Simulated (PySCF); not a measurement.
# C5H3F4NO: the cost of one run

Computed with PySCF 2.14.0, with density-fitted response routines of our own, on a single molecule, in the gas phase or a continuum. Atoms are numbered from 0 throughout.

**1. The starting structure**

14 atoms, charge 0, multiplicity 1; geometry from: GFN2-xTB. The atoms were then displaced at random by about 0.01 Å, so the start is not that level's minimum.

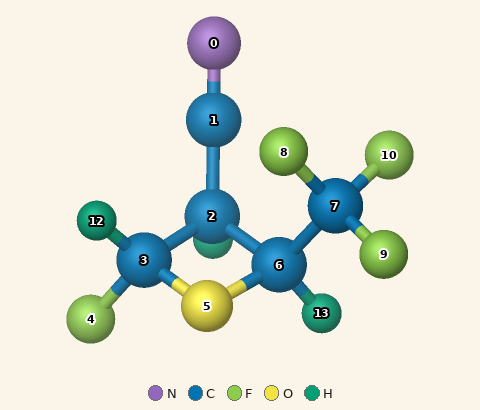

As it starts; nitrogen purple, carbon blue, fluorine green, oxygen yellow, hydrogen teal, atoms numbered.

**2. Relaxing the molecule at PBE0-D3(BJ)/def2-SVP**

The job: settings as JSON, then the geometry in Å.

```
{"job": {"xc": "PBE0", "basis": "def2-SVP", "d3": "d3bj", "grid": 1, "shake": 0.01, "kind": "geom"}, "charge": 0, "multiplicity": 1}
N      0.940290     1.707730     2.033020
C      0.326570     1.364000     1.119100
C     -0.454690     0.910640    -0.016140
C     -1.567300    -0.053900     0.284910
F     -2.789910     0.376520    -0.206140
O     -1.048110    -1.047920    -0.530700
C      0.115870    -0.275950    -0.835410
C      1.399860    -0.918950    -0.300900
F      1.257020    -1.307820     0.992340
F      1.723470    -1.999090    -1.000860
F      2.404200    -0.070940    -0.349310
H     -0.740070     1.765550    -0.609810
H     -1.791350    -0.363050     1.315730
H      0.216980    -0.101900    -1.903560
```

Command:

```console
$ OMP_NUM_THREADS=1 python probes_run.py task.json out
```

The driver reads the jobs from task.json and runs them one after another.

Q: Estimate the wall time and peak memory of this first job on 1 thread of Arm Neoverse V1, shared host.

About 2.5 min, with a peak of 0.7 GiB.
